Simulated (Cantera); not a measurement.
Charge: 1 mol borazine, 120 mol H2, a varied amount of N2, at 2398 K and 100 Torr.

Method: chemical equilibrium by Gibbs-energy minimisation in Cantera with the NASA 1993 tables (ideal gas, pure condensed phases). Candidate condensed phases: B, BN; 15 gas species. The feed counts by its element totals alone. The tables' values for BH2 are old estimates; treat these amounts as uncertain. Gases not in the tables: B2H6 and higher boranes. The numbers say what is thermodynamically allowed, not how fast it happens.

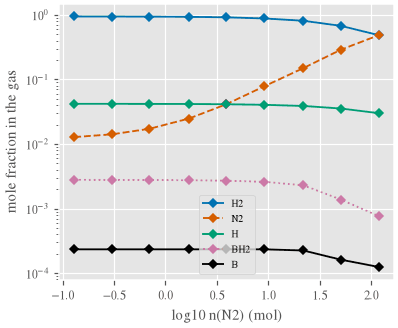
Figure. Equilibrium gas composition (values under 1e-9 drawn at 1e-9)

Read off the mole fractions at 0.3 mol N2.

H2 about 0.94, H about 0.042, N2 about 0.014, BH2 about 0.0028, B about 0.00023.
